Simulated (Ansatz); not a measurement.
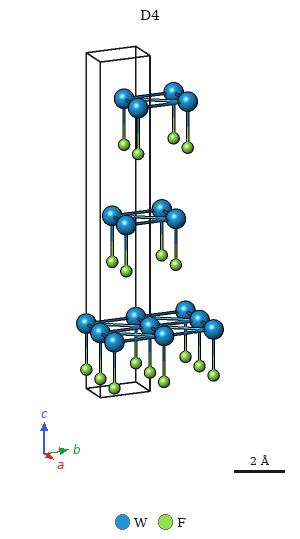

Crystalline WF (a generated structure, set up in R3m), relaxed (cell and atoms) with several dispersion corrections. The picture shows the result with D4. The picture is a ball-and-stick view of the conventional cell (3 times the calculation's cell), repeated 2 × 2 × 1 with one cell outlined, seen slightly off an axis. Lengths and directions refer to the drawn axes.

Computed with Ansatz 0.2.0: PBE, Ansatz PAW. Settings: plane-wave cutoff 420 eV; k-point mesh 11 × 11 × 11; occupations fermi-dirac; smearing width 0.05 eV; no spin polarisation; cell and atoms relaxed; force threshold 0.01 eV/Å.

```
dispersion correction  volume (Å³/atom)  a (Å)   c (Å)
           D3(BJ)-ATM                 ?      ?       ?
                   D4            14.743  2.720  13.801
               D3(BJ)            14.737  2.720  13.797
                 none            16.241  2.738  15.012
```

### Estimate the missing row from the others, and compare with the calculation.

With D3(BJ)-ATM the volume falls between D4 (14.743) and none (16.241). The calculation gives 14.880 Å³/atom (a = 2.723 Å, c = 13.904 Å). In order of volume: D3(BJ) ≈ D4 < D3(BJ)-ATM < none; the spread is 10.2 %.

Each member starts from this one structure; whether another phase lies lower wasn't checked.
